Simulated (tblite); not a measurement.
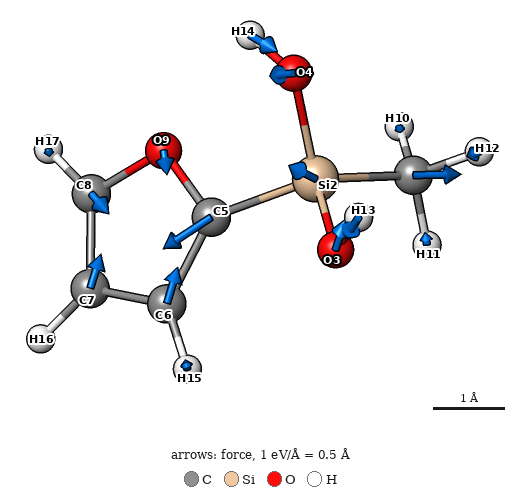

Starting geometry of C5H8O3Si with the computed forces as blue arrows. A ball-and-stick model, seen at a tilt.

The calculation used tblite 0.8.0, GFN2-xTB geometry optimisation, gas phase. 

Q: Is this structure relaxed? If not, where do the atoms go?

A: It isn't relaxed: the largest force vector, on a C atom, is 1.72 eV/Å. The final displacements have little in common with the starting forces (cosine between the two patterns 0.21). The energy falls by 4.60 kcal/mol in 65 geometry steps. The atom that moves furthest after the best rigid fit is an H atom (0.39 Å). Largest moves by element: H 0.39 Å, O 0.17 Å, C 0.10 Å, Si 0.08 Å. Among the contacts that change: C–Si 1.856 → 1.903 Å, C–C 1.398 → 1.367 Å, O–Si 1.668 → 1.637 Å, H–O 0.982 → 0.954 Å. Among the angles between lasting bonds that change: Si–O–H 113.4° → 119.8°, C–Si–C 103.9° → 110.0°, O–Si–C 112.1° → 106.6°. Groups turn about O–Si by about 25°.
